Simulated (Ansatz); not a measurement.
# CH5BBrN: the cost of one run

All numbers are computed with the Python package of Ansatz 0.2.0. Level of theory: B3LYP/def2-SVP.

## (1) Starting point

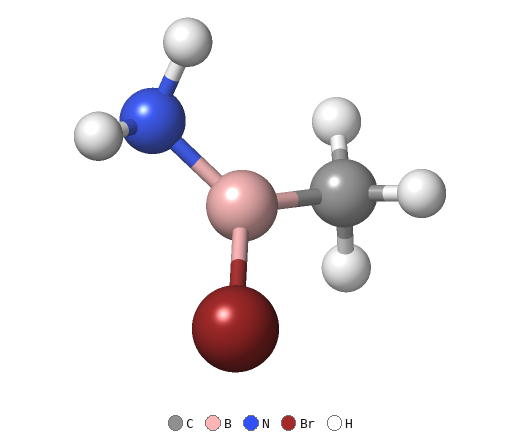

The starting structure, viewed from a chosen angle; carbon grey, boron pink, nitrogen blue, bromine red, hydrogen white.

No structure file is read: the coordinates are typed or built in the script.

## (2) The code

ch5bbrn_freq.py reads:

```python
"""Harmonic frequencies of CH5BBrN at its relaxed geometry."""

import ansatz
from ase import Atoms
from ase.thermochemistry import IdealGasThermo
import numpy as np

geometry_ang = [
    ("C", (0.2207, 0.9559, -0.702)),
    ("B", (-0.3171, -0.3685, -0.0676)),
    ("N", (-0.0806, -0.6501, 1.3916)),
    ("Br", (-1.2246, -1.6851, -1.199)),
    ("H", (0.8743, 0.7789, -1.5648)),
    ("H", (0.6889, 1.636, 0.047)),
    ("H", (-0.6782, 1.559, -1.0998)),
    ("H", (-0.3876, -1.5846, 1.6111)),
    ("H", (0.9926, -0.6879, 1.5665)),
]
ch5bbrn = ansatz.Crystal.molecule()
for symbol, xyz in geometry_ang:
    ch5bbrn = ch5bbrn.atom(symbol, xyz)

model = (
    ch5bbrn.calculation()
    .basis(gaussian="def2-SVP")
    .functional("B3LYP")
)
symbols = [site.symbol for site in ch5bbrn.cartesian_sites]
start = np.array([site.position_ang for site in ch5bbrn.cartesian_sites], dtype=float)
r = model.relax(force_tolerance=0.003, max_steps=100).run(threads=1, pin="off").report
end = np.array(r["positions_ang"])

print("final positions (A) and the move of each atom")
for symbol, xyz, old in zip(symbols, end, start):
    print(f"{symbol:2s} {xyz[0]:10.5f} {xyz[1]:10.5f} {xyz[2]:10.5f}   {np.linalg.norm(xyz - old):7.4f}")

# same settings at the minimum
minimum = ansatz.Crystal.molecule()
for symbol, xyz in zip(symbols, end):
    minimum = minimum.atom(symbol, xyz.tolist())
vibrating = (
    minimum.calculation()
    .basis(gaussian="def2-SVP")
    .functional("B3LYP")
    .phonons(temperatures=(298.15, 498.15, 100))
)
vib = vibrating.run(threads=1, pin="off").report["vibrations"]
sums = vib["harmonic_sums"]
modes = [m["omega_inv_cm"] for m in sums["modes_at_gamma"] if m["rigid_motion"] == "no"]
print("frequencies (1/cm):", " ".join(f"{w:.0f}" for w in modes))
print("imaginary modes:", sum(w < 0 for w in modes), " zero-point energy:", round(sums["zero_point_energy_ev"], 4), "eV")
# rigid rotor and ideal gas, symmetry number taken as one
gas = IdealGasThermo(vib_energies=[w / 8065.544 for w in modes if w > 0], geometry="linear" if len(modes) == 3 * len(symbols) - 5 else "nonlinear",
                     atoms=Atoms(symbols, positions=end), symmetrynumber=1, spin=0.0)
print(f"H(298 K) - E = {gas.get_enthalpy(298.15, verbose=False):.4f} eV")
print(f"S(298 K, 1 bar) = {96485.33 * gas.get_entropy(298.15, 1e5, verbose=False):.1f} J/(mol K) with symmetry number 1")

# all hydrogen replaced by deuterium
heavier = vibrating.phonons(masses={"H": 2.014102}).run(threads=1, pin="off").report["vibrations"]["harmonic_sums"]
print("deuterated (1/cm):", " ".join(f"{m['omega_inv_cm']:.0f}" for m in heavier["modes_at_gamma"] if m["rigid_motion"] == "no"))
print("zero-point energy falls by", round(sums["zero_point_energy_ev"] - heavier["zero_point_energy_ev"], 4), "eV")
```

## (3) Running it

Run with:

```bash
$ python ch5bbrn_freq.py
```

**Question.** How long does this script take on 1 thread of Arm Neoverse V1, shared host, and how much memory does it need?

About 6.7 min, with a peak of 0.34 GiB.
